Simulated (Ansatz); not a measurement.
**FH4PSeSi: rigid scan of one bond length**

Wanted for FH4PSeSi: a rigid scan of one bond length.

Computed with Ansatz 0.2.0 through its Python package. Level of theory: r2SCAN0/def2-SVP.

## 1. The structure

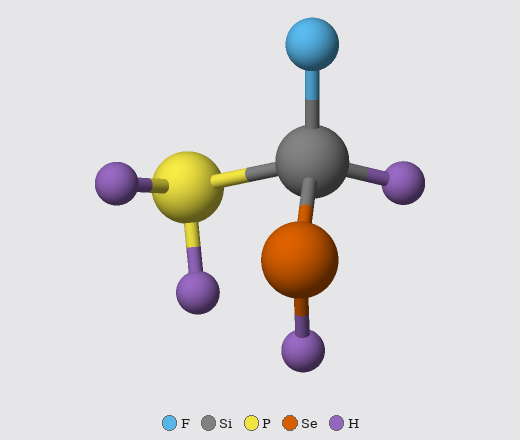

The structure that the script starts from, seen from a chosen angle (fluorine blue, silicon grey, phosphorus yellow, selenium orange, hydrogen purple).

The script holds or builds the structure itself.

## 2. Script

File scan.py:

```python
"""Potential curve of FH4PSeSi along one bond."""

import warnings

import ansatz as az
from ase import Atoms
import matplotlib.pyplot as plt
import numpy as np


def main() -> None:
    warnings.simplefilter("ignore", az.DeckWarning)

    atoms = Atoms(["F", "Si", "P", "Se", "H", "H", "H", "H"], positions=[
        (2.0863, 0.0836, -1.1779),
        (0.8937, 0.06, 0.0138),
        (-0.5195, -1.5868, -0.393),
        (-0.2279, 2.0457, 0.0057),
        (1.5178, -0.1445, 1.3293),
        (-1.4952, -1.1177, 0.5756),
        (-1.1385, -0.9049, -1.5164),
        (-1.1167, 1.5647, 1.1629),
    ])
    fh4psesi = az.Crystal.molecule_from_ase(atoms)

    symbols = [site.symbol for site in fh4psesi.cartesian_sites]
    start = np.array([site.position_ang for site in fh4psesi.cartesian_sites])
    axis = (start[2] - start[1]) / np.linalg.norm(start[2] - start[1])
    moving = [2, 5, 6]
    lengths, energies = [1.88, 2.03, 2.21, 2.43, 2.76, 3.31, 3.97, 4.86], []
    for length in lengths:
        xyz = start.copy()
        xyz[moving] += (length - np.linalg.norm(start[2] - start[1])) * axis
        point = az.Crystal.molecule()
        for symbol, place in zip(symbols, xyz):
            point = point.atom(symbol, place.tolist())
        calc = point.calculation()
        calc = calc.basis(gaussian="def2-SVP")
        calc = calc.functional("r2scan0").spin("collinear")
        summary = calc.run(threads=1, backend="cpu").report
        energies.append(summary["free_energy_ev"])
        print(f"r = {length:6.3f} A  E = {energies[-1]:.5f} eV  <S^2> = {abs(summary['mean_field']['state']['spin_squared']):.3f}")

    print("energy above the lowest point (eV):", [round(e - min(energies), 3) for e in energies])
    plt.figure(figsize=(4.5, 3))
    plt.plot(lengths, np.array(energies) - min(energies), "o-")
    plt.xlabel("bond length (A)")
    plt.ylabel("E - E(min) (eV)")
    plt.tight_layout()
    plt.savefig("scan.png", dpi=100)


if __name__ == "__main__":
    main()
```

## 3. What the engine is handed

The engine receives this input (first run):

```yaml
crystal:
  periodic: [false, false, false]
  atoms:
    - { symbol: F, position_ang: [2.0863, 0.0836, -1.1779] }
    - { symbol: Si, position_ang: [0.8937, 0.06, 0.0138] }
    - { symbol: P, position_ang: [-0.30965367958533296, -1.3422663738615386, -0.33259419534058415] }
    - { symbol: Se, position_ang: [-0.2279, 2.0457, 0.0057] }
    - { symbol: H, position_ang: [1.5178, -0.1445, 1.3293] }
    - { symbol: H, position_ang: [-1.285353679585333, -0.8731663738615385, 0.6360058046594159] }
    - { symbol: H, position_ang: [-0.9286536795853331, -0.6603663738615386, -1.4559941953405842] }
    - { symbol: H, position_ang: [-1.1167, 1.5647, 1.1629] }
basis:
  gaussian:
    orbitals: def2-SVP
hamiltonian:
  xc: r2scan0
magnetization:
  spin_polarized: true
```

## 4. The run

The run is started by

```
$ python scan.py
```

What it wrote:

```text
r =  1.880 A  E = -85279.62348 eV  <S^2> = 0.000
r =  2.030 A  E = -85280.68755 eV  <S^2> = 0.000
r =  2.210 A  E = -85281.10149 eV  <S^2> = 0.000
r =  2.430 A  E = -85280.95790 eV  <S^2> = 0.000
r =  2.760 A  E = -85280.24338 eV  <S^2> = 0.000
r =  3.310 A  E = -85278.96645 eV  <S^2> = 0.279
r =  3.970 A  E = -85278.37478 eV  <S^2> = 0.864
r =  4.860 A  E = -85278.20250 eV  <S^2> = 0.996
energy above the lowest point (eV): [1.478, 0.414, 0.0, 0.144, 0.858, 2.135, 2.727, 2.899]
```

Run time: 2.8 min. Hardware: 1 thread of Arm Neoverse V1, shared host; peak memory 0.52 GiB.

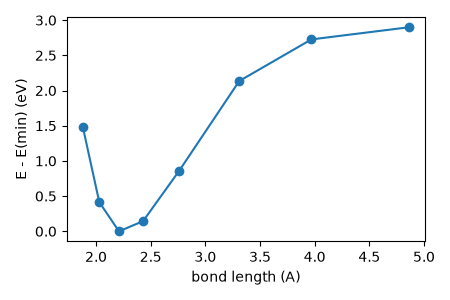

The script's own figure, scan.png.

## 5. Inputs of later runs

The engine's inputs for some of the other runs:

Run 4, against run 1:

```diff
@@ -6 +6 @@
-    - { symbol: P, position_ang: [-0.30965367958533296, -1.3422663738615386, -0.33259419534058415] }
+    - { symbol: P, position_ang: [-0.6616986390384891, -1.7525038768529464, -0.4339329227008615] }
@@ -9,2 +9,2 @@
-    - { symbol: H, position_ang: [-1.285353679585333, -0.8731663738615385, 0.6360058046594159] }
-    - { symbol: H, position_ang: [-0.9286536795853331, -0.6603663738615386, -1.4559941953405842] }
+    - { symbol: H, position_ang: [-1.6373986390384891, -1.2834038768529463, 0.5346670772991385] }
+    - { symbol: H, position_ang: [-1.2806986390384891, -1.0706038768529464, -1.5573329227008614] }
```

Run 6, against run 1:

```diff
@@ -6 +6 @@
-    - { symbol: P, position_ang: [-0.30965367958533296, -1.3422663738615386, -0.33259419534058415] }
+    - { symbol: P, position_ang: [-1.2249705741635386, -2.4088838816391984, -0.5960748864773051] }
@@ -9,2 +9,2 @@
-    - { symbol: H, position_ang: [-1.285353679585333, -0.8731663738615385, 0.6360058046594159] }
-    - { symbol: H, position_ang: [-0.9286536795853331, -0.6603663738615386, -1.4559941953405842] }
+    - { symbol: H, position_ang: [-2.2006705741635386, -1.9397838816391983, 0.3725251135226949] }
+    - { symbol: H, position_ang: [-1.8439705741635386, -1.7269838816391987, -1.719474886477305] }
```

Run 7, against run 1:

```diff
@@ -6 +6 @@
-    - { symbol: P, position_ang: [-0.30965367958533296, -1.3422663738615386, -0.33259419534058415] }
+    - { symbol: P, position_ang: [-1.6474245255073257, -2.9011688852288877, -0.7176813593096378] }
@@ -9,2 +9,2 @@
-    - { symbol: H, position_ang: [-1.285353679585333, -0.8731663738615385, 0.6360058046594159] }
-    - { symbol: H, position_ang: [-0.9286536795853331, -0.6603663738615386, -1.4559941953405842] }
+    - { symbol: H, position_ang: [-2.623124525507326, -2.4320688852288876, 0.2509186406903622] }
+    - { symbol: H, position_ang: [-2.266424525507326, -2.219268885228888, -1.8410813593096378] }
```

## 6. The runs side by side

One row for each of the 8 runs:

| run | distance (Å) | energy from run 3 (eV) | <S²> | SCF cycles | CPU time (s) |
| --- | --- | --- | --- | --- | --- |
| 1 | 1.88 | 1.4780 | 0.00 | 17 | 16 |
| 2 | 2.03 | 0.4139 | 0.00 | 17 | 15 |
| 3 | 2.21 | 0.0000 | 0.00 | 17 | 14 |
| 4 | 2.43 | 0.1436 | 0.00 | 17 | 14 |
| 5 | 2.76 | 0.8581 | 0.00 | 18 | 14 |
| 6 | 3.31 | 2.1350 | 0.28 | 34 | 33 |
| 7 | 3.97 | 2.7267 | 0.86 | 53 | 33 |
| 8 | 4.86 | 2.8990 | 1.00 | 52 | 30 |

## 7. Results

```
                  quantity     value
             runs compared         8
           range of energy  2.899 eV
lowest point, distance (Å)      2.21
```

In words: The curve has its lowest point inside the range, at 2.21. The ends stand 1.48 and 2.9 eV above it. The distance scanned is the script's pair 1, 2. <S²> moves from 0.00 to 1.00: along the scan the mean field breaks spin symmetry. Caveats:
- The rest of the molecule is held rigid at a force-field or estimated start geometry, and the basis set is modest; single-reference methods fail as a bond breaks.
